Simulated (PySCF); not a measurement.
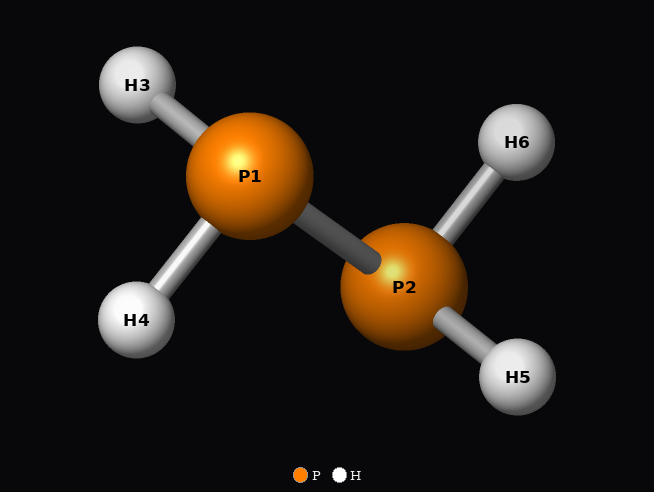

The computed structure is the end point of a PBE0-D3(BJ)/def2-SVP optimisation. No frequency run is at hand to confirm it as a minimum. Properties computed with delta-SCF UKS SCAN, pcX-2 on the ionised atom, pcseg-1 elsewhere, spin-free X2C (PySCF 2.14.0).

Give the core-electron binding energies (to vacuum; p and d levels without spin–orbit splitting) of P1 1s, P1 2p.

```
atom  level  binding energy (eV)
  P1     1s               2150.3
  P1     2p                137.0
```
